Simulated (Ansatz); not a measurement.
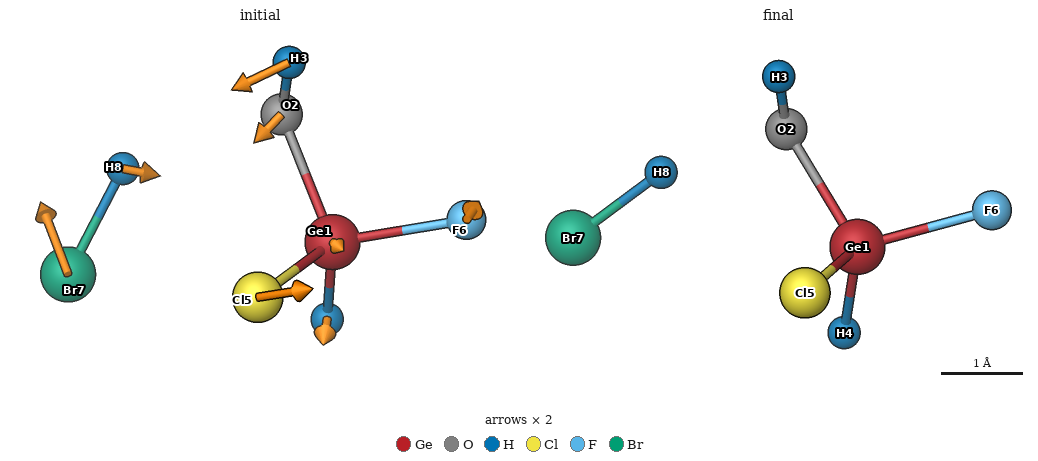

The structure of GeH3OBrClF before (left) and after (right) a relaxation, at one scale. The orange arrows give the displacements, 2 times their true length.

A ball-and-stick model, seen at a tilt.

The run prepares an end point of a later path (reaction) calculation, from a guessed geometry.

All numbers below come from Ansatz, RKS PBE-D4/def2-SVP.

Input file:
```yaml
crystal:
  periodic: [false, false, false]
  atoms:
    - { symbol: Ge, position_ang: [-0.117304, -0.107601, 0.003593] }
    - { symbol: O, position_ang: [-0.162526, -0.165142, 1.781629] }
    - { symbol: H, position_ang: [-1.070486, -0.315949, 2.108854] }
    - { symbol: H, position_ang: [1.328797, 0.026477, -0.479851] }
    - { symbol: Cl, position_ang: [-1.49588, 1.36826, -0.75065] }
    - { symbol: F, position_ang: [-0.774495, -1.63937, -0.527912] }
    - { symbol: Br, position_ang: [1.622811, 2.758747, 1.326052] }
    - { symbol: H, position_ang: [0.889984, 1.735279, 2.153085] }
basis:
  gaussian: { orbitals: def2-SVP }
hamiltonian:
  xc: pbe
  dispersion: d4
relax:
  f_tol: 0.03
  max_steps: 50
output:
  orbitals: {}
```

Run as
```bash
ansatz run input.yaml --threads 4 --pin off --max-ram 5120MiB --backend cpu --events-out ev --progress --plain --runs-dir out
```

Summarise the run.

The energy falls by 10.4 kJ/mol in 13 accepted moves (14 points after the start). Largest force component: 0.77 eV/Å at the start, 0.028 eV/Å at the end. The line search rejected the trial step at point 6 of the run. The forces were under the threshold at step 7, but the run went on from there. The largest move after the best rigid fit is that of Br7, 0.59 Å. By element the largest moves are Br 0.59 Å, Cl 0.43 Å, H 0.41 Å, O 0.26 Å, F 0.24 Å, Ge 0.13 Å. Among the contacts that change: Br7–H8 1.506 → 1.462 Å, Ge1–O2 1.780 → 1.794 Å, Ge1–Cl5 2.156 → 2.151 Å. The run took 31 s on 4 threads of Intel(R) Xeon(R) Platinum 8259CL CPU @ 2.50GHz (Skylake/Cascade Lake), with other jobs on the host, peak memory 0.22 GiB.

Limits of the set-up: the start holds two separate molecules, 2.2 Å apart at their closest, whose relative position is a soft coordinate.
